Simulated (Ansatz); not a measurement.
Input file:

```
crystal:
  periodic: [false, false, false]
  atoms:
    - symbol: S
      position_ang: [-0.698896, -0.097820, -1.558512]
    - symbol: Si
      position_ang: [0.841179, -0.357411, -0.103035]
    - symbol: H
      position_ang: [1.366926, -1.551086, -0.905557]
    - symbol: H
      position_ang: [-1.306217, 0.974087, -0.992525]
basis:
  gaussian:
    orbitals: def2-TZVPD
total_charge: 0
hamiltonian:
  xc: pbe0
output: {forces: true, orbitals: {seedname: orbitals}}
```

Command:

```sh
ansatz run input.yaml --threads 1 --pin off --max-ram 2610MiB --events-out events.jsonl --progress --plain --runs-dir runs
```

Geometry: r2SCAN-D4/def2-SVP.

The calculation used isolated molecule in a Gaussian basis; Kohn-Sham density functional theory, functional PBE0 (Ansatz).

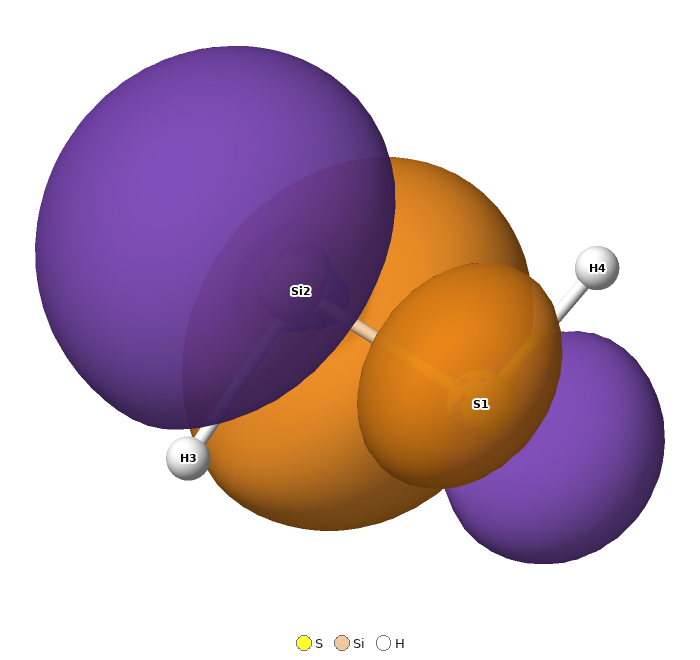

H$_{2}$SSi (SMILES [SiH]#[SH]). The LUMO at ±0.1 Å⁻³ᐟ² (orange and purple are the two phases), seen at a tilt.

What is the character of this orbital?

It lies mainly on Si2 (about 75 %) and S1 (about 20 %); it changes sign across the molecular plane (π type). Its energy is −2.57 eV.
